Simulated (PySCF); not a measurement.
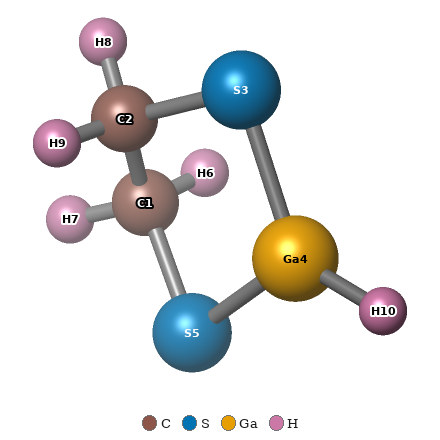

C₂H₅GaS₂, SMILES C1C[S][GaH][S]1, singlet. Vertical core-electron binding energies by ΔSCF (B3LYP, pcX-2 on the ionised atom, pcseg-1 elsewhere, spin-free X2C; PySCF 2.14.0, at a PBE0-D3(BJ)/def2-SVP geometry (no frequency check)), gas phase, against the vacuum level. One atom of each kind was ionised; within a panel, areas follow the number of like atoms and 2j + 1 (2p levels are split by first-order spin-orbit coupling, an approximation), Gaussians of 1.0 eV full width. Only the regions named are shown.

Predict the S 2p photoelectron lines.

```tsv
level	atoms	binding energy (eV)
S 2p1/2	S3, S5	169.6
S 2p3/2	S3, S5	168.3
```

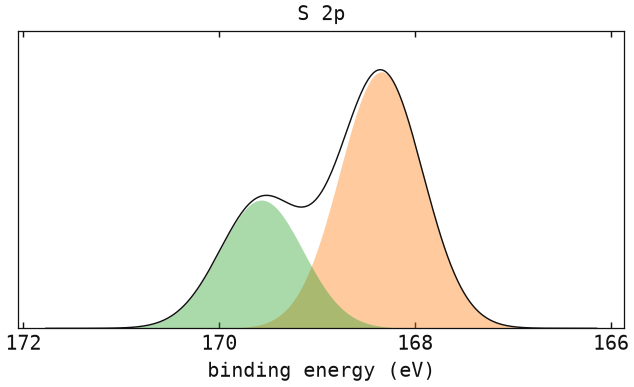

Caveats: one conformer of a flexible molecule.
